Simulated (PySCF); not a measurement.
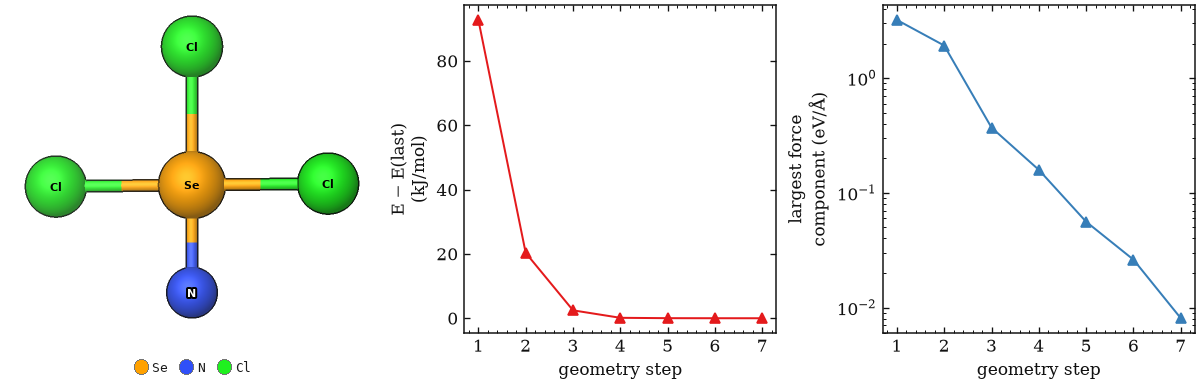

Beside the plot: the molecule at the start.

History of a geometry optimisation. The start has point group C2v, which is kept. A held symmetry can leave a saddle point.

The run: SeNCl3 (SMILES [N-2][Se@SP1+2](Cl)(Cl)Cl), by RKS-based B3LYP, Se def2-SVP, N def2-SVP, Cl def2-SVP; non-relativistic Hamiltonian; density fitting (PySCF).

### How did it end, and what did it gain?

The optimisation met its thresholds at geometry 7, counting the start as the first. The energy fell by about 93 kJ/mol from the first step to the last. The largest force component goes from about 3.2 eV/Å at the start to 8 × 10⁻³ eV/Å at the end.

### By which step was nine tenths of the energy gained?

By step 3 of 7.
